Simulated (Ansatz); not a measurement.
# SiH4S (Si(SH)H3): CCSDT/STO-3G

What is the vertical singlet–triplet gap of SiH4S (Si(SH)H3) at CCSDT/STO-3G? 

Program for the calculation: Ansatz 0.2.0.

54 further runs of the same task are left out: 54 set aside as unsound or not needed.

## (1) Starting point

SiH4S has 6 atoms, charge 0, and is taken as a singlet. As SMILES, `[H][Si]([H])([H])S`. Geometry: relaxed at GFN2-xTB.

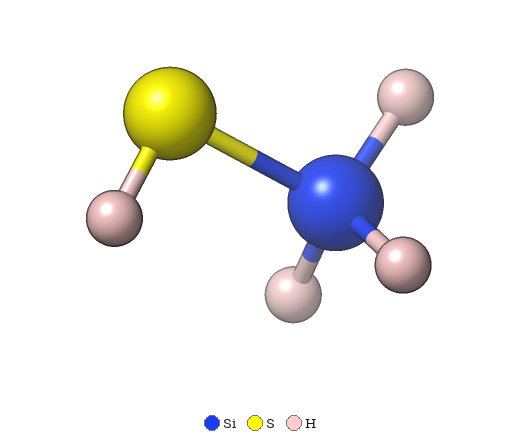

The structure, seen from a chosen angle (silicon blue, sulfur yellow, hydrogen pink).

## (2) A single-point energy at CCSDT/STO-3G

run.yaml reads:

```yaml
crystal:
  periodic: [false, false, false]
  atoms:
    - {symbol: Si, position_ang: [0.201210, -0.014540, -0.544580]}
    - {symbol: S, position_ang: [0.253720, 0.019820, 1.601470]}
    - {symbol: H, position_ang: [-1.056810, 0.059910, 1.795240]}
    - {symbol: H, position_ang: [1.606010, -0.020690, -0.909950]}
    - {symbol: H, position_ang: [-0.503230, 1.180600, -0.990160]}
    - {symbol: H, position_ang: [-0.500900, -1.225100, -0.952020]}
basis:
  gaussian:
    orbitals: STO-3G
correlation:
  method: ccsdt
  frozen_orbitals: {H: 0, S: 5, Si: 5}
accuracy: high
scf:
  omitted_lower_state_checks: [cluster_reference, increment]
```

The run is started by

```sh
$ ansatz run run.yaml --threads 1 --pin off --max-ram 2610MiB --events-out events.jsonl --progress --plain --runs-dir runs
```

What it wrote, shortened:

```text
Warning: RAYON_NUM_THREADS=1 ignored (pool sized by the plan → 1); use --threads N
Functional definition: HF
  name "HF"
[...]
388 factors; integrals over basis functions are off by at most 9.1e-9 eV
[...]
mean field -18534.01516270 eV, -681.1124944225 hartree, gradient 2.8e-8 eV, S^2 0.000000; 0 other end points of the search recorded, 0 dependent functions left out
10 core orbitals not correlated: weight in the atoms' cores, before any rotation towards them, 1.000 or more for the frozen orbitals, at most 0.000 for the correlated occupied ones
reference -18534.01516270 eV, -681.1124944225 hartree; 7, 7 occupied and 5, 5 virtual orbitals, 388 factors
second order -1.70128863 eV of doubles, -0.00000000 eV of singles
cycle   1  -2.19731183 eV  change   -5.0e-1 eV  update   6.0e-2
[...]
cycle  20  -2.48841452 eV  change  -8.1e-10 eV  update  5.7e-10
Total energy: -18536.50357722 eV, -681.2039419694 hartree
Checks for a lower state left out: cluster_reference, increment
```

Wall time 0.26 s (1 thread of Arm Neoverse V1, shared host).

## (3) The triplet at the same level

run.yaml: that of step 2 with these lines changed.

```diff
@@ -1 +1,3 @@
+basis:
+  gaussian: {orbitals: STO-3G}
 crystal:
@@ -9,10 +11,5 @@
     - {symbol: H, position_ang: [-0.500900, -1.225100, -0.952020]}
-basis:
-  gaussian:
-    orbitals: STO-3G
-correlation:
-  method: ccsdt
-  frozen_orbitals: {H: 0, S: 5, Si: 5}
+correlation: {method: ccsdt, frozen_orbitals: {H: 0, S: 5, Si: 5}}
+magnetization: {spin_polarized: true, initial_magnetization: 2}
 accuracy: high
-scf:
-  omitted_lower_state_checks: [cluster_reference, increment]
+scf: {omitted_lower_state_checks: [cluster_reference, increment]}
```

The run is started by

```sh
$ ansatz run run.yaml --threads 1 --pin off --max-ram 2610MiB --events-out events.jsonl --progress --plain --runs-dir runs
```

What it wrote, shortened:

```text
Warning: RAYON_NUM_THREADS=1 ignored (pool sized by the plan → 1); use --threads N
[... 2 set-up lines as earlier in the session ...]
[...]
388 factors; integrals over basis functions are off by at most 9.1e-9 eV
[...]
mean field -18526.59372174 eV, -680.8397614975 hartree, gradient 8.7e-9 eV, S^2 2.010210; 1 other end points of the search recorded, 0 dependent functions left out
10 core orbitals not correlated: weight in the atoms' cores, before any rotation towards them, 1.000 or more for the frozen orbitals, at most 0.000 for the correlated occupied ones
reference -18526.59372174 eV, -680.8397614975 hartree; 8, 6 occupied and 4, 6 virtual orbitals, 388 factors
second order -1.37433692 eV of doubles, -0.00000000 eV of singles
cycle   1  -1.82757856 eV  change   -4.5e-1 eV  update   5.8e-2
[...]
cycle  33  -2.12246176 eV  change  -3.3e-10 eV  update  9.4e-10
Total energy: -18528.71618350 eV, -680.9177605286 hartree
Checks for a lower state left out: cluster_reference, increment
```

Run time: 0.97 s. Hardware: 1 thread of Arm Neoverse V1, shared host.

## (4) Outcome

Level: CCSDT/STO-3G, 10 core orbitals frozen.

| quantity | value |
| --- | --- |
| singlet: total energy | -681.20394 Eh |
| singlet: correlation energy (10 core orbitals frozen) | -91.4 mEh |
| singlet: T1 diagnostic | 0.005 |
| triplet: total energy | -680.91776 Eh |
| triplet: correlation energy (10 core orbitals frozen) | -78.0 mEh |
| triplet: ⟨S²⟩ of the reference determinant | 2.010 |
| triplet: T1 diagnostic | 0.008 |
| vertical energy of the triplet above the singlet | 7.787 eV |

At this shape the triplet lies 7.79 eV (751 kJ/mol) above the singlet. In a minimal basis such a difference can be off by several eV, whatever the method.
